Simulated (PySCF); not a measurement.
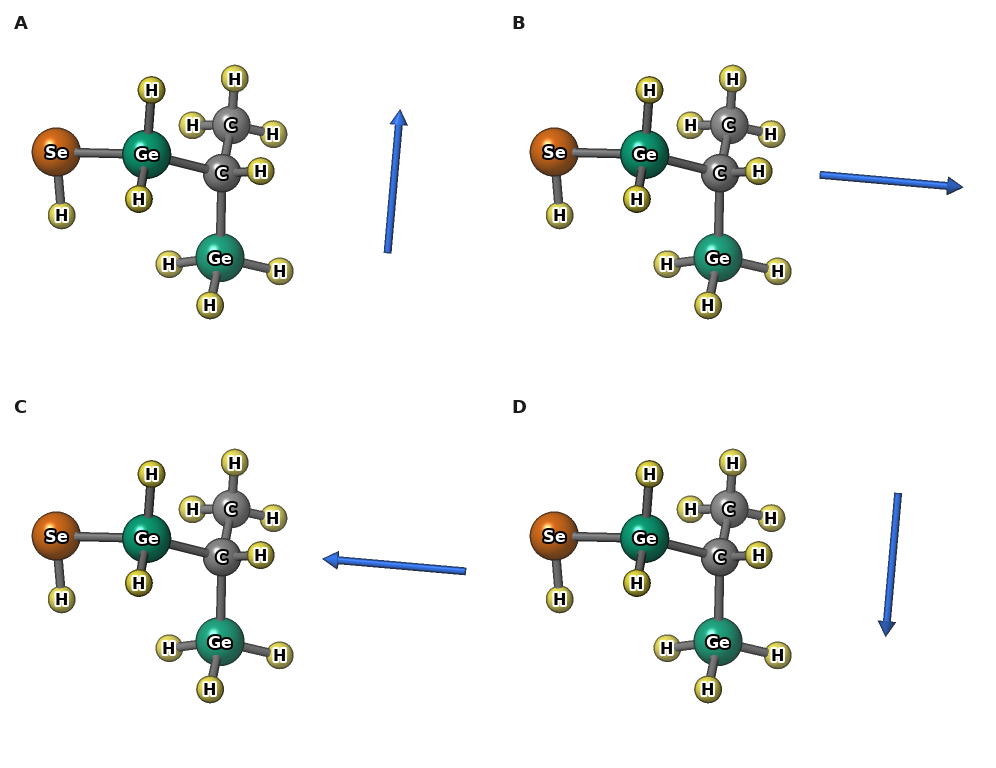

The same molecule four times, each with an arrow. Computed geometry: GFN2-xTB optimisation. No frequency run is at hand to confirm it as a minimum. Properties computed with B3LYP/pcJ-1 (pcSseg-1 on Ge) (pcSseg-1 on Se), gas phase (PySCF 2.14.0).

### Which arrow points along the dipole moment, from the negative to the positive end?

B. The dipole moment is 1.47 D.

The geometry is semi-empirical. Around Ge, Se such bond lengths and angles can be off by a tenth of an ångström or more and by several degrees, and values that hang on the shape move with them.
